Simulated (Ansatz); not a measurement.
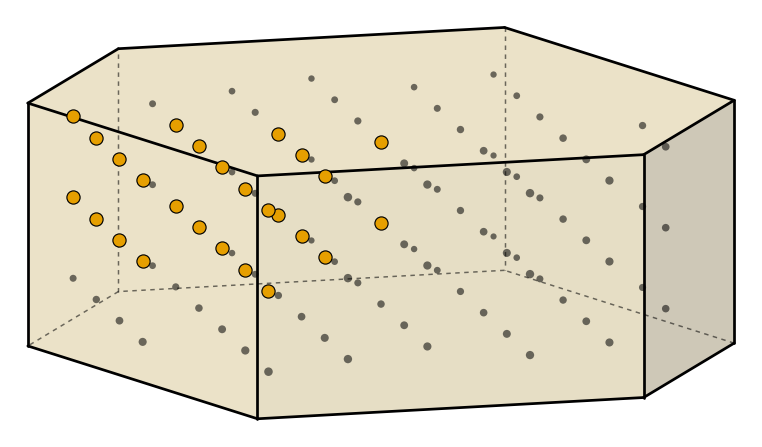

The Γ-centred 6×6×3 k-point mesh of a calculation on Br (Ansatz, DFT, r2SCAN, PAW, plane waves, scalar-relativistic), folded into the first Brillouin zone of the 4-atom cell that was run; each point of the zone's surface is drawn once. One point of each star is marked in colour. Space group Cmce.

```xyz
4
Lattice="3.2991 -2.2466 0.0000 3.2991 2.2466 0.0000 0.0000 0.0000 8.7014" Properties=species:S:1:pos:R:3 pbc="T T T"
Br    3.2991   -1.6261    0.9650
Br    3.2991   -0.6205    5.3157
Br    3.2991    1.6261    7.7364
Br    3.2991    0.6205    3.3857
```

To how many irreducible points do the crystal's point group and time reversal reduce the mesh (magnetic order left aside)?

Answer. 26 of 108.

List one member of each star with its weight, in the reciprocal vectors of this cell.

Answer.
```
  k₁   k₂   k₃  weight
   0    0    0       1
   0    0  1/3       2
   0  1/6    0       4
 1/6  1/6    0       2
   0  1/6  1/3       8
 1/6  1/6  1/3       4
−1/6  1/6    0       2
−1/6  1/6  1/3       4
 1/6  1/3    0       4
   0  1/3    0       4
 1/6  1/3  1/3       8
   0  1/3  1/3       8
 1/3  1/3    0       2
 1/3  1/3  1/3       4
−1/6  1/3    0       4
−1/6  1/3  1/3       8
 1/6  1/2    0       4
 1/6  1/2  1/3       8
 1/3  1/2    0       4
   0  1/2    0       2
 1/3  1/2  1/3       8
   0  1/2  1/3       4
−1/3  1/3    0       2
 1/2  1/2    0       1
−1/3  1/3  1/3       4
 1/2  1/2  1/3       2
```

How fine is the mesh?

Answer. Spacing |bᵢ|/nᵢ = 0.282, 0.282, 0.241 1/Å (2π included).
